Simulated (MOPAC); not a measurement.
## Geometry relaxation, with input and output: CH$_{3}$Cl$_{3}$Ge (charge +1) (part 1 of 2)

The run: geometry relaxation of CH$_{3}$Cl$_{3}$Ge, charge +1, multiplicity 2. Method and program: PM6-D3H4, unrestricted, dispersion D3H4 (MOPAC 23.2.5).

The starting geometry was optimised with PM6-D3H4.

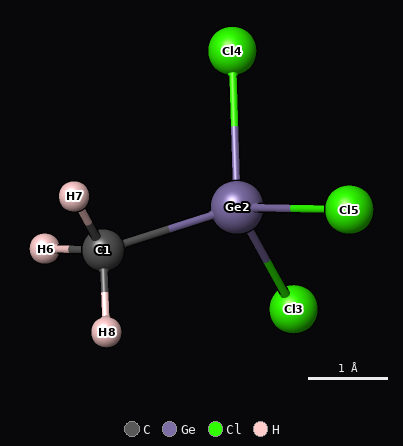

*The input geometry (ball-and-stick view, seen at a tilt; atoms are numbered from 1 in the order of the input). Sticks mark near contacts.*

### Input (job.mop)
```
DISP UHF DOUBLET CYCLES=300 CHARGE=1 GNORM=0.05 PM6-D3H4 THREADS=1 AUX(PRECISION=6)
CH3Cl3Ge, PM6-D3H4

C     -0.691356 +1    -0.200022 +1     0.793495 +1
Ge     0.532614 +1     0.131565 +1    -0.595290 +1
Cl     2.168106 +1    -1.235586 +1    -0.517314 +1
Cl    -0.398405 +1    -0.071541 +1    -2.503520 +1
Cl     1.325495 +1     2.107297 +1    -0.462267 +1
H     -1.103482 +1    -1.236856 +1     0.716319 +1
H     -1.545072 +1     0.521029 +1     0.747367 +1
H     -0.194760 +1    -0.092889 +1     1.789917 +1
```

Hardware: 1 thread of Arm Neoverse V2, 24 GiB of memory available, shared host.

Run as:
```bash
mopac job.mop
```

### Output
```
MOPAC v23.2.5
PM6-D3H4 CALCULATION RESULTS

 *  PM6-D3H4   - CORRECT DISPERSION AND HYDROGEN BOND TERMS USING THE D3H4 METHOD
 *  DOUBLET    - SPIN STATE DEFINED AS A DOUBLET
 *  UHF        - UNRESTRICTED HARTREE-FOCK CALCULATION
 *
 *
 *
 *                 CHARGE ON SYSTEM = +1
 *
 *
 *
 *  THREADS=1  - MULTI-THREADING NOT USED
 *  CYCLES=    - DO A MAXIMUM OF 300 STEPS
 *  GNORM      - EXIT WHEN GRADIENT NORM DROPS BELOW 0.050
 *  AUX        - OUTPUT AUXILIARY INFORMATION
 *  DISP       - PRINT DISPERSION AND HYDROGEN BOND ENERGIES
DISP UHF DOUBLET CYCLES=300 CHARGE=1 GNORM=0.05 PM6-D3H4 THREADS=1 AUX(PRECISION=6)
 CH3Cl3Ge, PM6-D3H4

   ATOM   CHEMICAL          X               Y               Z
  NUMBER   SYMBOL      (ANGSTROMS)     (ANGSTROMS)     (ANGSTROMS)

     1       C         -0.69135600  *  -0.20002200  *   0.79349500  *
     2      Ge          0.53261400  *   0.13156500  *  -0.59529000  *
     3      Cl          2.16810600  *  -1.23558600  *  -0.51731400  *
     4      Cl         -0.39840500  *  -0.07154100  *  -2.50352000  *
     5      Cl          1.32549500  *   2.10729700  *  -0.46226700  *
     6       H         -1.10348200  *  -1.23685600  *   0.71631900  *
     7       H         -1.54507200  *   0.52102900  *   0.74736700  *
     8       H         -0.19476000  *  -0.09288900  *   1.78991700  *

          CARTESIAN COORDINATES

    NO.       ATOM           X           Y           Z

     1         C         -0.6914     -0.2000      0.7935
     2        Ge          0.5326      0.1316     -0.5953
     3        Cl          2.1681     -1.2356     -0.5173
     4        Cl         -0.3984     -0.0715     -2.5035
     5        Cl          1.3255      2.1073     -0.4623
     6         H         -1.1035     -1.2369      0.7163
     7         H         -1.5451      0.5210      0.7474
     8         H         -0.1948     -0.0929      1.7899

           Empirical Formula: C H3 Ge Cl3  =     8 atoms

      MOLECULAR POINT GROUP   :   C3v

 DOUBLET STATE CALCULATION

          UHF CALCULATION, NO. OF ALPHA ELECTRONS =   16
                           NO. OF BETA  ELECTRONS =   15

          Geometry optimization using EF

          DIAGONAL MATRIX USED AS START HESSIAN
```

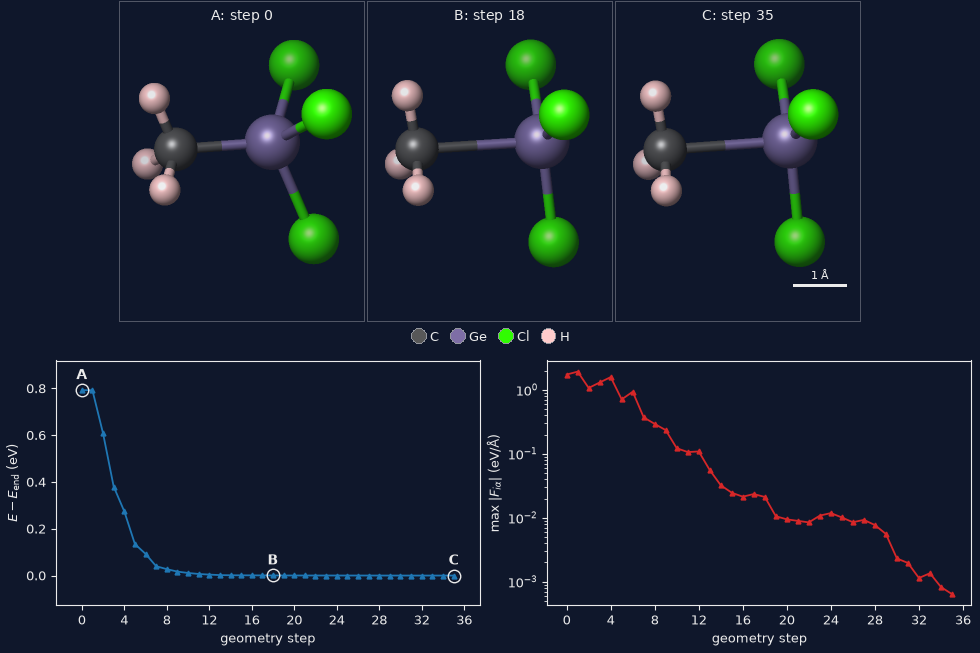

*Frames of the relaxation (ball-and-stick view, seen at a tilt) above the curves, on which the letters mark them (steps are counted from 0).*

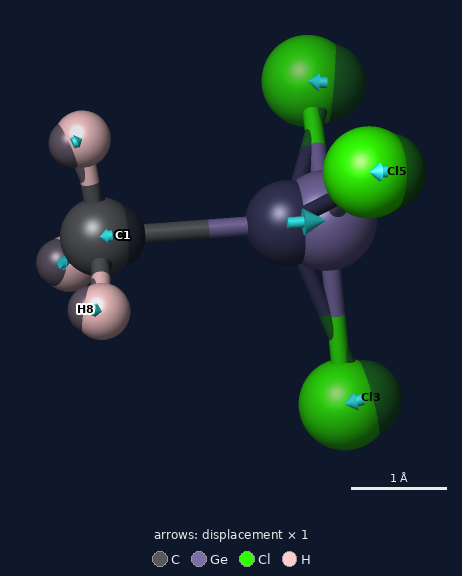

*Start (faint) and end (solid) with the displacements as teal arrows, at true length (ball-and-stick view, seen at a tilt). The two geometries are laid on each other by the best rigid fit.*

Ge2 moves most after the best rigid fit: 0.42 Å. By element the largest moves are Ge 0.42 Å, Cl 0.21 Å, C 0.13 Å, H 0.11 Å. Among the contacts that change: C1–Ge2 1.881 → 2.429 Å, Ge2–Cl3 2.133 → 2.037 Å, C1–H6 1.118 → 1.096 Å. Among the angles that change: C1–Ge2–Cl3 111.0° → 94.2°, Ge2–C1–H7 110.7° → 98.5°, Ge2–C1–H6 110.6° → 98.6°. Over 35 geometry steps the energy falls by 0.792 eV. Largest force component: 1.7 eV/Å at the start, 0.00064 eV/Å at the end. (Atoms are counted from 1 in the order of the input.)

```
 CYCLE:     1 TIME:   0.035 TIME LEFT:  2.00D  GRAD.:    66.221 HEAT:  157.2646
 CYCLE:     2 TIME:   0.016 TIME LEFT:  2.00D  GRAD.:   100.759 HEAT:  157.2560
 CYCLE:     3 TIME:   0.008 TIME LEFT:  2.00D  GRAD.:    47.220 HEAT:  153.0070
 CYCLE:     4 TIME:   0.008 TIME LEFT:  2.00D  GRAD.:    56.659 HEAT:  147.7608
 CYCLE:     5 TIME:   0.012 TIME LEFT:  2.00D  GRAD.:    67.457 HEAT:  145.3162
 CYCLE:     6 TIME:   0.008 TIME LEFT:  2.00D  GRAD.:    35.345 HEAT:  142.0933
 CYCLE:     7 TIME:   0.008 TIME LEFT:  2.00D  GRAD.:    47.909 HEAT:  141.1280
 CYCLE:     8 TIME:   0.004 TIME LEFT:  2.00D  GRAD.:    16.797 HEAT:  139.9117
 CYCLE:     9 TIME:   0.008 TIME LEFT:  2.00D  GRAD.:    12.641 HEAT:  139.6208
 CYCLE:    10 TIME:   0.004 TIME LEFT:  2.00D  GRAD.:    10.832 HEAT:  139.3795
 CYCLE:    11 TIME:   0.008 TIME LEFT:  2.00D  GRAD.:     6.041 HEAT:  139.2454
 CYCLE:    12 TIME:   0.008 TIME LEFT:  2.00D  GRAD.:     4.994 HEAT:  139.1464
 CYCLE:    13 TIME:   0.004 TIME LEFT:  2.00D  GRAD.:     4.981 HEAT:  139.0849
 CYCLE:    14 TIME:   0.008 TIME LEFT:  2.00D  GRAD.:     3.491 HEAT:  139.0338
 CYCLE:    15 TIME:   0.004 TIME LEFT:  2.00D  GRAD.:     1.754 HEAT:  139.0180
 CYCLE:    16 TIME:   0.008 TIME LEFT:  2.00D  GRAD.:     1.179 HEAT:  139.0127
 CYCLE:    17 TIME:   0.004 TIME LEFT:  2.00D  GRAD.:     1.230 HEAT:  139.0095
 CYCLE:    18 TIME:   0.008 TIME LEFT:  2.00D  GRAD.:     1.349 HEAT:  139.0039
 CYCLE:    19 TIME:   0.004 TIME LEFT:  2.00D  GRAD.:     1.128 HEAT:  138.9986
 CYCLE:    20 TIME:   0.008 TIME LEFT:  2.00D  GRAD.:     0.438 HEAT:  138.9957
 CYCLE:    21 TIME:   0.008 TIME LEFT:  2.00D  GRAD.:     0.321 HEAT:  138.9953
 CYCLE:    22 TIME:   0.004 TIME LEFT:  2.00D  GRAD.:     0.301 HEAT:  138.9952
 CYCLE:    23 TIME:   0.008 TIME LEFT:  2.00D  GRAD.:     0.336 HEAT:  138.9950
 CYCLE:    24 TIME:   0.004 TIME LEFT:  2.00D  GRAD.:     0.482 HEAT:  138.9945
 CYCLE:    25 TIME:   0.008 TIME LEFT:  2.00D  GRAD.:     0.517 HEAT:  138.9940
 CYCLE:    26 TIME:   0.008 TIME LEFT:  2.00D  GRAD.:     0.486 HEAT:  138.9928
 CYCLE:    27 TIME:   0.004 TIME LEFT:  2.00D  GRAD.:     0.370 HEAT:  138.9925
 CYCLE:    28 TIME:   0.008 TIME LEFT:  2.00D  GRAD.:     0.473 HEAT:  138.9917
 CYCLE:    29 TIME:   0.004 TIME LEFT:  2.00D  GRAD.:     0.405 HEAT:  138.9912
 CYCLE:    30 TIME:   0.004 TIME LEFT:  2.00D  GRAD.:     0.264 HEAT:  138.9895
 CYCLE:    31 TIME:   0.008 TIME LEFT:  2.00D  GRAD.:     0.100 HEAT:  138.9894
 CYCLE:    32 TIME:   0.004 TIME LEFT:  2.00D  GRAD.:     0.079 HEAT:  138.9893
 CYCLE:    33 TIME:   0.008 TIME LEFT:  2.00D  GRAD.:     0.074 HEAT:  138.9893
 CYCLE:    34 TIME:   0.004 TIME LEFT:  2.00D  GRAD.:     0.084 HEAT:  138.9893
 CYCLE:    35 TIME:   0.008 TIME LEFT:  2.00D  GRAD.:     0.054 HEAT:  138.9893
 CYCLE:    36 TIME:   0.004 TIME LEFT:  2.00D  GRAD.:     0.041 HEAT:  138.9892

     GRADIENT =  0.04128 IS LESS THAN CUTOFF =  0.05000

 -------------------------------------------------------------------------------
 DISP UHF DOUBLET CYCLES=300 CHARGE=1 GNORM=0.05 PM6-D3H4 THREADS=1 AUX(PRECISION=6)
 CH3Cl3Ge, PM6-D3H4

     GEOMETRY OPTIMISED USING EIGENVECTOR FOLLOWING (EF).
     SCF FIELD WAS ACHIEVED

                              PM6-D3H4 CALCULATION

          FINAL HEAT OF FORMATION =        138.98924 KCAL/MOL =     581.53099 KJ/MOL

          TOTAL ENERGY            =     -23066.86440 KCAL/MOL = ELECTRONIC ENERGY + CORE-CORE REPULSION
          ENERGY OF ATOMS         =      23203.15901 KCAL/MOL
                              SUM =        136.29460 KCAL/MOL
          DISPERSION ENERGY       =         -0.97996 KCAL/MOL
          H - H CORRECTION ENERGY =          3.67460 KCAL/MOL
                              SUM =        138.98924 KCAL/MOL = FINAL HEAT OF FORMATION

          TOTAL ENERGY            =      -1000.27391 EV
          ELECTRONIC ENERGY       =      -2923.10006 EV
          CORE-CORE REPULSION     =       1922.82615 EV
          COSMO AREA              =        149.28 SQUARE ANGSTROMS
          COSMO VOLUME            =        148.45 CUBIC ANGSTROMS

          GRADIENT NORM           =          0.04128          =       0.01459 PER ATOM
          IONIZATION POTENTIAL    =         15.838566 EV
          ALPHA SOMO LUMO (EV)    =        -15.839 -6.879
          BETA  SOMO LUMO (EV)    =        -16.646 -8.012
          NO. OF ALPHA ELECTRONS  =         16
          NO. OF BETA  ELECTRONS  =         15
          MOLECULAR WEIGHT        =        193.9837         POINT GROUP:  C3v

          MOLECULAR DIMENSIONS (Angstroms)

            Atom       Atom       Distance
            H     6   Cl     5     4.15358
            H     7   Cl     3     4.09851
            H     8   Cl     4     4.05990

          SCF CALCULATIONS        =         38

          WALL-CLOCK TIME         =      0.277 SECONDS
          COMPUTATION TIME        =      0.230 SECONDS

   ATOM   CHEMICAL          X               Y               Z
  NUMBER   SYMBOL      (ANGSTROMS)     (ANGSTROMS)     (ANGSTROMS)

     1       C         -0.76852143  *  -0.22258221  *   0.89103081  *
     2      Ge          0.80644477  *   0.20618171  *  -0.90746350  *
     3      Cl          2.06566114  *  -1.30088170  *  -0.36586814  *
     4      Cl         -0.56454160  *  -0.11357022  *  -2.37998078  *
     5      Cl          1.20965151  *   2.11165526  *  -0.31017787  *
     6       H         -1.03297661  *  -1.25450717  *   0.63419222  *
     7       H         -1.49531729  *   0.56438272  *   0.66037740  *
     8       H         -0.09253827  *  -0.06326710  *   1.73868092  *

                             CARTESIAN COORDINATES

   1    C       -0.768521429    -0.222582210     0.891030812
   2   Ge        0.806444770     0.206181706    -0.907463501
   3   Cl        2.065661141    -1.300881705    -0.365868139
   4   Cl       -0.564541603    -0.113570217    -2.379980783
   5   Cl        1.209651510     2.111655257    -0.310177872
   6    H       -1.032976606    -1.254507173     0.634192216
   7    H       -1.495317289     0.564382719     0.660377402
   8    H       -0.092538268    -0.063267099     1.738680925

           Empirical Formula: C H3 Ge Cl3  =     8 atoms

      MOLECULAR POINT GROUP   :   C3v

          ALPHA EIGENVALUES
 -32.13677 -31.42965 -31.42829 -29.43178 -24.38194 -20.36804 -20.36599 -19.41076
 -19.40889 -18.52840 -16.84272 -16.84233 -16.70899 -16.70526 -16.70518 -15.83857
  -6.87920  -6.46208  -5.92722  -5.92705   0.45229   0.45290   0.74548  80.36954
  80.50814  80.77487  80.77532  81.34848  81.34868  81.42750  81.42763  81.81976
  82.13213  82.13254  82.14973  82.44409  82.44429  82.59000

           BETA EIGENVALUES
 -31.94831 -31.21679 -31.21646 -29.02227 -24.23137 -20.21852 -20.21725 -19.17540
 -19.17332 -18.17363 -16.67992 -16.67984 -16.67941 -16.64704 -16.64620  -8.01177
  -6.74796  -5.87555  -5.87526  -4.81616   0.65924   0.65956   0.91887  80.40548
  80.57642  80.80160  80.80233  81.39538  81.39602  81.47309  81.47336  81.86403
  82.17443  82.17489  82.17815  82.47579  82.47610  82.61946

              NET ATOMIC CHARGES AND DIPOLE CONTRIBUTIONS

  ATOM NO.   TYPE          CHARGE      No. of ELECS.   s-Pop       p-Pop       d-Pop
    1          C          -0.437857        4.4379     1.20044     3.23742
    2         Ge           1.012859        2.9871     1.14347     1.84367
    3         Cl          -0.054412        7.0544     1.99763     5.05243     0.00436
    4         Cl          -0.054443        7.0544     1.99762     5.05246     0.00436
    5         Cl          -0.054353        7.0544     1.99763     5.05237     0.00436
    6          H           0.196103        0.8039     0.80390
    7          H           0.196055        0.8039     0.80395
    8          H           0.196048        0.8040     0.80395
 DIPOLE           X         Y         Z       TOTAL
 POINT-CHG.    -1.172    -0.318     1.340     1.808
 HYBRID        -0.045    -0.012     0.051     0.069
 SUM           -1.217    -0.330     1.391     1.877

          ATOMIC ORBITAL ELECTRON POPULATIONS

     Atom    s        px        py        pz      x^2-y^2     xz        z^2       yz        xy
    1  C   1.20044   1.05067   1.17855   1.00820
    2 Ge   1.14347   0.59426   0.68675   0.56267
    3 Cl   1.99763   1.64230   1.54812   1.86200   0.00068   0.00057   0.00059   0.00057   0.00195
    4 Cl   1.99762   1.59599   1.92314   1.53333   0.00055   0.00216   0.00083   0.00046   0.00036
    5 Cl   1.99763   1.89021   1.31099   1.85117   0.00170   0.00016   0.00056   0.00107   0.00086
    6  H   0.80390
    7  H   0.80395
    8  H   0.80395

                    (SZ)    =    0.500000
                    (S**2)  =    0.755602

          ATOMIC ORBITAL SPIN POPULATIONS

    Atom   Total    s     px     py     pz   x^2-y^2  xz     z^2    yz     xy
         Atomic
    1  C  0.9108  0.026  0.363  0.056  0.466
    2 Ge  0.0183 -0.007  0.012 -0.004  0.018
    3 Cl  0.0454 -0.000  0.037  0.002  0.007  0.000  0.000 -0.000  0.000 -0.000
    4 Cl  0.0456 -0.000 -0.004 -0.001  0.050  0.000 -0.000  0.000 -0.000 -0.000
    5 Cl  0.0450 -0.000  0.019  0.020  0.006 -0.000  0.000 -0.000  0.000 -0.000
    6  H -0.0217 -0.022
    7  H -0.0217 -0.022
    8  H -0.0216 -0.022

 *                    *
 * JOB ENDED NORMALLY *
 *                    *

 TOTAL JOB TIME:             0.28 SECONDS

 == MOPAC DONE ==
```

### Trajectory as extended XYZ (Å, eV, eV/Å), 36 frames, from step=0 to step=35
```
8
Properties=species:S:1:pos:R:3:forces:R:3 step=0 energy=6.81964
C    -0.6914   -0.2000    0.7935   -0.2444   0.5550   0.6432
Ge    0.5326    0.1316   -0.5953    0.4064  -1.7380  -1.5480
Cl    2.1681   -1.2356   -0.5173   -0.4496   0.4709   0.0770
Cl   -0.3984   -0.0715   -2.5035    0.2200   0.1677   0.5948
Cl    1.3255    2.1073   -0.4623    0.1959   0.8129   0.2240
H    -1.1035   -1.2369    0.7163   -0.0051  -0.3314  -0.1875
H    -1.5451    0.5210    0.7474   -0.2272   0.1068  -0.0302
H    -0.1948   -0.0929    1.7899    0.1039  -0.0440   0.2268
8
Properties=species:S:1:pos:R:3:forces:R:3 step=1 energy=6.81926
C    -0.6995   -0.1686    0.8637   -1.0145  -1.1054  -0.6126
Ge    0.5389    0.0654   -0.7286    1.9308   1.1820   1.6607
Cl    2.1536   -1.2137   -0.4790   -0.1203  -0.0361   0.1420
Cl   -0.3929   -0.0560   -2.4328   -1.2083  -0.1601  -1.8641
Cl    1.3312    2.1471   -0.4222   -0.6865  -1.2182   0.1126
H    -1.1047   -1.2490    0.6987    0.5228   0.6375  -0.0015
H    -1.5507    0.5283    0.7445   -0.0084   0.4527  -0.0111
H    -0.1934   -0.0929    1.8149    0.5845   0.2476   0.5740
8
Properties=species:S:1:pos:R:3:forces:R:3 step=2 energy=6.63501
C    -0.7091   -0.1826    0.8654   -0.4884  -0.2709   0.4130
Ge    0.5625    0.0761   -0.6762    0.6428   1.0717  -0.5708
Cl    2.1487   -1.2083   -0.4873    0.1275  -0.2734   0.1795
Cl   -0.4141   -0.0577   -2.4980   -0.1264  -0.0257   0.2083
Cl    1.3265    2.1309   -0.4328   -0.6083  -0.9681   0.1678
H    -1.0980   -1.2370    0.7001    0.2914   0.1408  -0.0538
H    -1.5511    0.5413    0.7498    0.1180   0.2325  -0.0007
H    -0.1845   -0.0861    1.8575    0.0435   0.0930  -0.3434
8
Properties=species:S:1:pos:R:3:forces:R:3 step=3 energy=6.40751
C    -0.7257   -0.2049    0.9148   -1.3062   0.2779  -0.1739
Ge    0.5900    0.1304   -0.7078    1.0556   0.5063  -1.0756
Cl    2.1500   -1.2159   -0.4684   -0.3772  -0.0261   0.2074
Cl   -0.4293   -0.0672   -2.5086   -0.0770  -0.0565   0.5283
Cl    1.3076    2.0768   -0.4221   -0.4040  -0.3681   0.2028
H    -1.0874   -1.2240    0.6959    0.1384  -0.4280  -0.0910
H    -1.5486    0.5585    0.7531    0.4145  -0.0126  -0.0201
H    -0.1786   -0.0780    1.8418    0.5558   0.1071   0.4222
8
Properties=species:S:1:pos:R:3:forces:R:3 step=4 energy=6.30151
C    -0.7656   -0.2199    0.9407   -0.4610   0.8462   0.3449
Ge    0.6396    0.1911   -0.7656    0.5460  -1.5845  -0.9121
Cl    2.1449   -1.2237   -0.4451   -0.5796   0.1637   0.1157
Cl   -0.4512   -0.0803   -2.4863   -0.1851  -0.0915   0.2775
Cl    1.2797    2.0151   -0.4025    0.2753   1.5496   0.5301
H    -1.0728   -1.2242    0.6909   -0.0023  -0.6506  -0.1390
H    -1.5388    0.5741    0.7565    0.3083  -0.1507  -0.0234
H    -0.1612   -0.0673    1.8585    0.0984  -0.0822  -0.1938
8
Properties=species:S:1:pos:R:3:forces:R:3 step=5 energy=6.16175
C    -0.7920   -0.2018    0.9821   -0.3355  -0.3311  -0.5946
Ge    0.6770    0.1717   -0.8134    0.3945  -0.4813  -0.5938
Cl    2.1326   -1.2226   -0.4322   -0.2218  -0.1351   0.1399
Cl   -0.4716   -0.0861   -2.4850   -0.1730  -0.0781   0.2070
Cl    1.2695    2.0376   -0.3683   -0.0138   0.7099   0.3324
H    -1.0638   -1.2384    0.6826    0.0970   0.1852   0.1484
H    -1.5298    0.5808    0.7577   -0.0150   0.0904   0.0377
H    -0.1507   -0.0636    1.8411    0.2676   0.0401   0.3230
8
Properties=species:S:1:pos:R:3:forces:R:3 step=6 energy=6.11989
C    -0.8207   -0.2089    0.9663    0.7277   0.5191   0.6149
Ge    0.7241    0.1514   -0.8906    0.6894   0.9360   0.4729
Cl    2.1178   -1.2359   -0.4043    0.0465  -0.2828   0.1426
Cl   -0.5028   -0.0942   -2.4459   -0.5264  -0.1231  -0.4118
Cl    1.2586    2.0848   -0.3221   -0.3083  -0.5368  -0.0783
H    -1.0493   -1.2242    0.7092   -0.2252  -0.4733  -0.1927
H    -1.5232    0.6012    0.7702   -0.1201   0.0148  -0.1145
H    -0.1348   -0.0541    1.8407   -0.2837  -0.0539  -0.4332
8
Properties=species:S:1:pos:R:3:forces:R:3 step=7 energy=6.06714
C    -0.8250   -0.2030    0.9976    0.2993  -0.0173  -0.2140
Ge    0.7546    0.1738   -0.9130    0.2565   0.3715   0.0718
Cl    2.1115   -1.2478   -0.3904   -0.0615  -0.1483   0.0520
Cl   -0.5258   -0.1070   -2.4604   -0.1010  -0.0310   0.0565
Cl    1.2453    2.0746   -0.3042   -0.1944  -0.1997  -0.0381
H    -1.0468   -1.2363    0.7010   -0.1062   0.1612   0.0568
H    -1.5222    0.6086    0.7668   -0.0274  -0.1348   0.0154
H    -0.1302   -0.0520    1.8313   -0.0655  -0.0016  -0.0003
```
